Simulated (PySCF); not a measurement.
**I$_{4}$Zr, SMILES `I[Zr](I)(I)I`: what the electrons do**

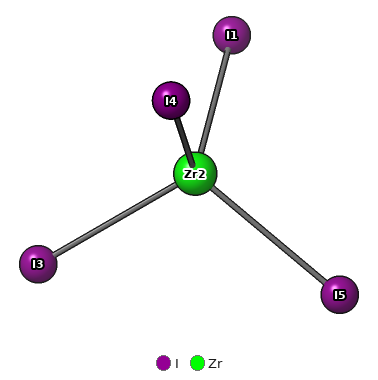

The molecule, with its atoms numbered as below. No frequency check shows the geometry to be a minimum.

Cartesian coordinates (Å):

```
I1      -1.7220   -1.4949   -1.6105
Zr2     -0.0018    0.0002   -0.0011
I3       1.7225    1.4949   -1.6106
I4       1.4974   -1.7199    1.6108
I5      -1.4966    1.7197    1.6110
```

## 1. Bonding charge

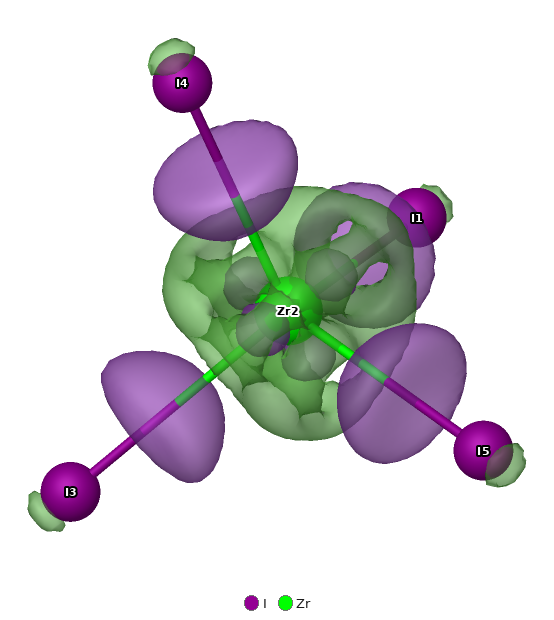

Deformation density (molecule less spherical, spin-averaged free atoms at the same positions), surfaces at ±0.05 e/Å³; purple: gain, green: loss.

PySCF calculation, PBE0/def2-TZVP, gas phase; geometry: GFN2-xTB. Core potentials replace the inner electrons of I and Zr; spin–orbit coupling isn't included. This is a single-reference result, which may miss multireference character in this system.

**How much density has each bond gained at its critical point, relative to the free atoms?**

I1–Zr2, Zr2–I5, Zr2–I3 and Zr2–I4: +0.10 e/Å³ at the bond critical point (bond length 2.79 Å, Mayer order 1.2). In all, 1.1 electrons gather in the regions of gain relative to the promolecule. A small or negative value marks a very polar bond, one between electron-rich atoms, whose free-atom densities already overlap strongly, a long bond to a heavier atom, or a closed-shell contact such as a hydrogen bond.

**Where do the Hirshfeld charges lie?**

The highest Hirshfeld charge is on Zr2 (+0.40 e), the lowest on I1, I3, I4 and I5 (−0.10 e).

```csv
atom,charge (e)
I1,−0.10
Zr2,+0.40
I3,−0.10
I4,−0.10
I5,−0.10
```

## 2. Electrostatic potential

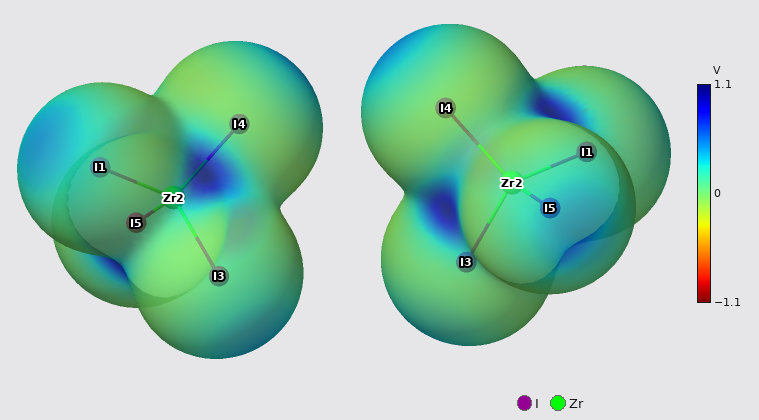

Electrostatic potential on the surface of electron density 0.001 a.u. (back view left, front view right).

**Where are the extremes of the potential on the surface?**

Highest: 1.00 V, 2.5 Å from Zr2, and at like points elsewhere. Further maxima include 0.86 V, 2.5 Å from Zr2; 0.46 V, 2.3 Å from I1. Lowest: −0.07 V, 2.4 Å from I3, and at like points elsewhere. The surface is sampled at points, so like sites can differ by a few per cent and only the strongest of them is named.

**Does I1 carry a σ-hole?**

Yes: a local maximum of +0.46 V lies on the extension of the Zr2–I1 bond.

**What volume does the surface enclose, and what is the dipole moment?**

About 242 Å³; the dipole moment is 0.0 D.

## 3. In an electric field

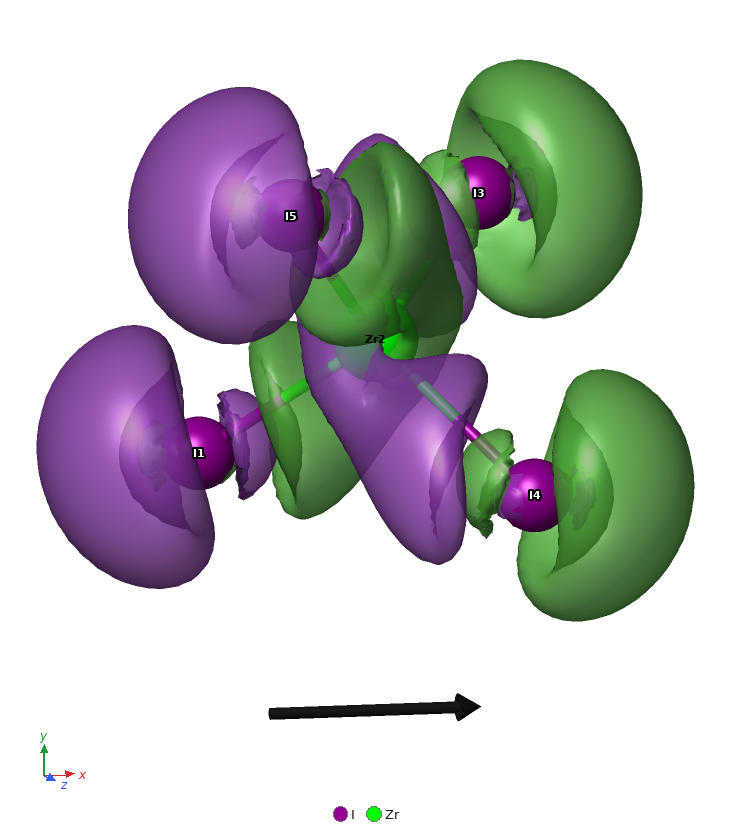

Change of the electron density in a uniform field of 0.21 V/Å along +x (arrow), surfaces at ±0.0015 e/Å³ (purple: gain, green: loss).

Level of theory: PBE0/def2-TZVP (PySCF), at a geometry from GFN2-xTB. Core potentials replace the inner electrons of I and Zr; spin–orbit coupling isn't included. This is a single-reference result, which may miss multireference character in this system. A basis without diffuse functions makes polarisabilities too small.

**How large is the response?**

The induced dipole is 1.98 D (along the field); α along this axis, from the fields in both directions, is 195 bohr³ (28.8 Å³).

**Which atoms gain and lose the most charge?**

Electrons gather most on I1 (Hirshfeld charge changes by −0.033 e) and leave I3 most (+0.034 e); 0.128 electrons are displaced in all.

The PySCF runs shown took 110 s and 4 min on 1 thread of Arm Neoverse N1, with other jobs on the host.
